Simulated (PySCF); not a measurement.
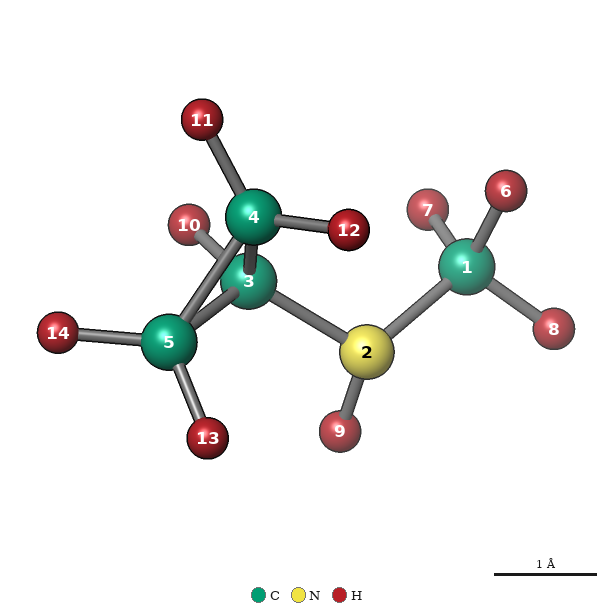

Orthographic view. Depth is shown by fading: the farther an atom, the more it takes the colour of the background. The geometry was computed by an optimisation with PBE0-D3(BJ)/def2-SVP. No frequency run is at hand to confirm it as a minimum.

Write a MOL file (V2000) with the atoms in numerical order, bonds sorted by atom number with the orders drawn, and coordinates in the frame of the picture: x right, y up, z towards the viewer, origin at the mean position.

```
C4H9N
                    3D

 14 14  0  0  0  0  0  0  0  0999 V2000
    1.5400    0.1600   -1.2000 C   0  0  0  0  0  0  0  0  0  0  0  0
    0.5600   -0.6700   -0.5500 N   0  0  0  0  0  0  0  0  0  0  0  0
   -0.6000    0.0200   -0.1000 C   0  0  0  0  0  0  0  0  0  0  0  0
   -0.5500    0.6500    1.2600 C   0  0  0  0  0  0  0  0  0  0  0  0
   -1.3800   -0.5800    1.0300 C   0  0  0  0  0  0  0  0  0  0  0  0
    1.9200    0.9100   -0.4800 H   0  0  0  0  0  0  0  0  0  0  0  0
    1.1600    0.7200   -2.0800 H   0  0  0  0  0  0  0  0  0  0  0  0
    2.3900   -0.4500   -1.5300 H   0  0  0  0  0  0  0  0  0  0  0  0
    0.3000   -1.4500   -1.1500 H   0  0  0  0  0  0  0  0  0  0  0  0
   -1.1900    0.5700   -0.8600 H   0  0  0  0  0  0  0  0  0  0  0  0
   -1.0600    1.6100    1.4100 H   0  0  0  0  0  0  0  0  0  0  0  0
    0.3800    0.5200    1.8200 H   0  0  0  0  0  0  0  0  0  0  0  0
   -1.0000   -1.5200    1.4300 H   0  0  0  0  0  0  0  0  0  0  0  0
   -2.4700   -0.4800    1.0100 H   0  0  0  0  0  0  0  0  0  0  0  0
  1  2  1  0
  1  6  1  0
  1  7  1  0
  1  8  1  0
  2  3  1  0
  2  9  1  0
  3  4  1  0
  3  5  1  0
  3 10  1  0
  4  5  1  0
  4 11  1  0
  4 12  1  0
  5 13  1  0
  5 14  1  0
M  END
```
